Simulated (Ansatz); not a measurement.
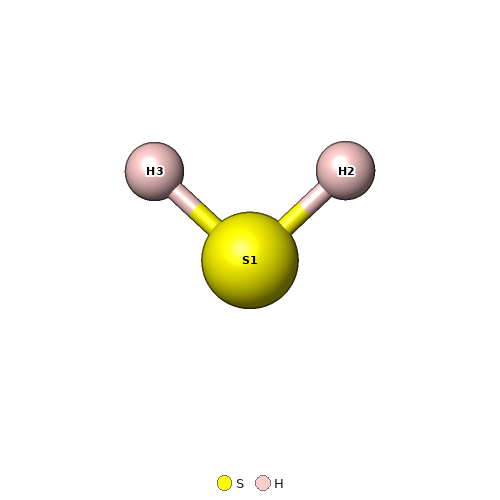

The system is H₂S, SMILES S; the picture shows the reference structure. Coordinates scanned: (1) angle H2–S1–H3 (carried through 180); (2) change of the bonds S1–H2, S1–H3, all alike. Nothing is relaxed (all other coordinates rigid). The grid has 15 × 15 points; 120 points were computed and 105 follow by symmetry. Points are written as (first, second). All energies are given in kJ/mol relative to the relaxed molecule at the same level. The calculation used Ansatz, RHF/def2-TZVP.

Its coordinates:

```xyz
3

S     0.4821   -0.2731    0.2373
H     0.1064    0.9982    0.1671
H    -0.5885   -0.7251   -0.4044
```

Range: angle H2–S1–H3 (carried through 180) from 76.1 to 283.9°; change of the bonds S1–H2, S1–H3, all alike from −0.146 to 0.226 Å.

### Predict the map.

The lowest grid point is at (91.0°, 0.013 Å), 1.2 kJ/mol from the relaxed molecule at the same level; the map holds 2 wells of about this depth. It is the only kind of minimum in the scanned range. The highest grid point, (180.0°, 0.226 Å), lies 460 kJ/mol above the lowest. On the interpolated surface the easiest way out of the lowest well to a well of about the same depth near (269.0°, 0.013 Å) passes a barrier of about 340 kJ/mol.

| second ↓, first → | 76.1 | 91.0 | 105.8 | 120.7 | 135.5 | 150.3 | 165.2 | 180.0 | 194.8 | 209.7 | 224.5 | 239.3 | 254.2 | 269.0 | 283.9 |
| --- | --- | --- | --- | --- | --- | --- | --- | --- | --- | --- | --- | --- | --- | --- | --- |
| 0.226 | 120 | 102 | 113 | 153 | 218 | 304 | 400 | 461 | 400 | 304 | 218 | 153 | 113 | 102 | 120 |
| 0.199 | 101 | 82 | 94 | 134 | 200 | 287 | 383 | 440 | 383 | 287 | 200 | 134 | 94 | 82 | 101 |
| 0.173 | 85 | 65 | 76 | 117 | 184 | 271 | 366 | 421 | 366 | 271 | 184 | 117 | 76 | 65 | 85 |
| 0.146 | 69 | 48 | 60 | 101 | 168 | 256 | 350 | 403 | 350 | 256 | 168 | 101 | 60 | 48 | 69 |
| 0.119 | 55 | 33 | 45 | 87 | 155 | 243 | 336 | 386 | 336 | 243 | 155 | 87 | 45 | 33 | 55 |
| 0.093 | 44 | 21 | 33 | 75 | 144 | 232 | 324 | 372 | 324 | 232 | 144 | 75 | 33 | 21 | 44 |
| 0.066 | 35 | 12 | 22 | 65 | 134 | 223 | 314 | 360 | 314 | 223 | 134 | 65 | 22 | 12 | 35 |
| 0.040 | 30 | 5 | 15 | 58 | 128 | 217 | 307 | 351 | 307 | 217 | 128 | 58 | 15 | 5 | 30 |
| 0.013 | 27 | 1 | 11 | 54 | 124 | 213 | 302 | 344 | 302 | 213 | 124 | 54 | 11 | 1 | 27 |
| −0.013 | 28 | 1 | 11 | 54 | 125 | 213 | 301 | 342 | 301 | 213 | 125 | 54 | 11 | 1 | 28 |
| −0.040 | 34 | 6 | 15 | 58 | 129 | 218 | 304 | 343 | 304 | 218 | 129 | 58 | 15 | 6 | 34 |
| −0.066 | 44 | 15 | 24 | 67 | 138 | 226 | 311 | 349 | 311 | 226 | 138 | 67 | 24 | 15 | 44 |
| −0.093 | 61 | 30 | 39 | 82 | 153 | 241 | 324 | 361 | 324 | 241 | 153 | 82 | 39 | 30 | 61 |
| −0.119 | 83 | 51 | 59 | 102 | 173 | 260 | 343 | 379 | 343 | 260 | 173 | 102 | 59 | 51 | 83 |
| −0.146 | 113 | 80 | 87 | 130 | 201 | 288 | 369 | 405 | 369 | 288 | 201 | 130 | 87 | 80 | 113 |

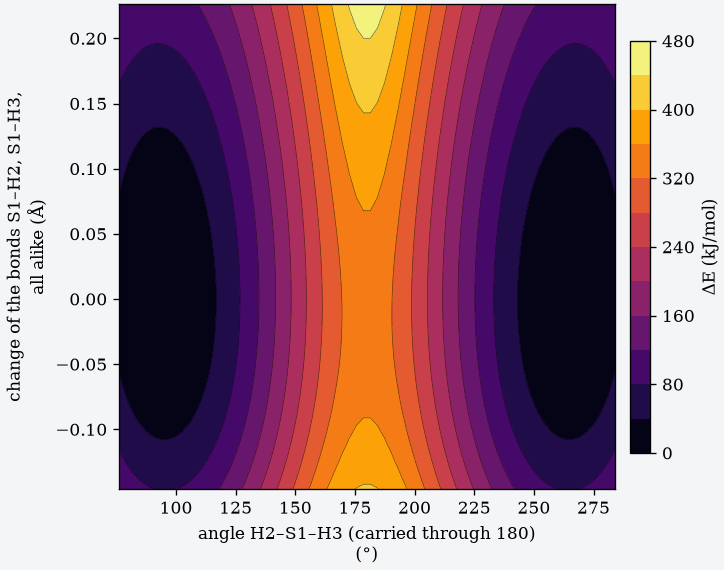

In the figure: filled contours. Between grid points the surface is interpolated.

Each point was launched as `ansatz run input.yaml --threads 1 --pin off --max-ram 2560MiB --backend cpu --events-out ev --progress --plain --runs-dir out`. Time for the 120 points that were run: 22 s on 1 thread of Arm Neoverse V2 (shared host).
